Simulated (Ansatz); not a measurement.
Consider ClH5OSi2···H2.

The calculation's input:

```
crystal:
  periodic: [false, false, false]
  atoms:
    - {symbol: Si, position_ang: [-1.210844, -0.448633, -1.090179]}
    - {symbol: H, position_ang: [2.199781, -0.412183, -1.051260]}
    - {symbol: H, position_ang: [-0.625062, -1.754611, -1.458954]}
    - {symbol: H, position_ang: [-2.674914, -0.421662, -1.282305]}
    - {symbol: Cl, position_ang: [-0.394307, 0.963304, -2.338147]}
    - {symbol: H, position_ang: [2.371507, -0.918782, -0.529764]}
    - {symbol: O, position_ang: [-0.873752, -0.095082, 0.450859]}
    - {symbol: Si, position_ang: [0.092226, 0.616456, 1.570221]}
    - {symbol: H, position_ang: [0.864585, 1.721180, 0.950944]}
    - {symbol: H, position_ang: [-0.772580, 1.146206, 2.651802]}
    - {symbol: H, position_ang: [1.023262, -0.396193, 2.126781]}
basis:
  gaussian: {orbitals: def2-TZVPP}
hamiltonian: {xc: pbe0, dispersion: d4}
output: {orbitals: {seedname: orbitals}}
```

Launched as:

```sh
ansatz run in.yaml --threads 4 --pin off --events-out ev --progress --plain --max-ram 9574MiB
```

The product side of a reaction path; geometry: PBE0-D4/def2-TZVP.

All numbers below come from RKS PBE0-D4/def2-TZVPP in Ansatz.

Question: What can the converged electron density and electron localisation function tell about the bonding?

Answer: Si–O (1.62 Å): ρ at the midpoint is about 1.2 e/Å³; the ELF peaks at about 0.85 between the atoms (a polar covalent bond).
Si–Cl (2.05 Å): ρ at the midpoint is about 0.91 e/Å³; the ELF peaks at about 0.85 between the atoms (a shared but strongly polarised pair).

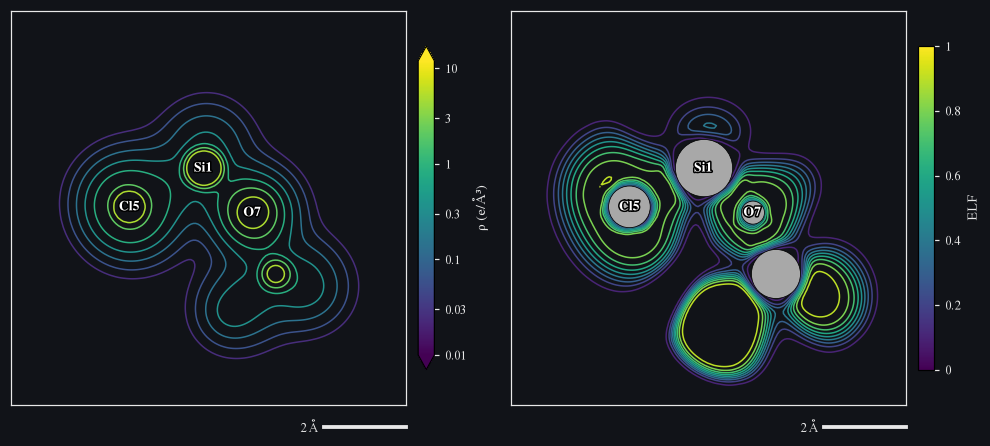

Computed electron density and electron localisation function on the plane of atoms Cl5, Si1 and O7, in this order. Grey discs cover the atomic cores in the ELF map. 
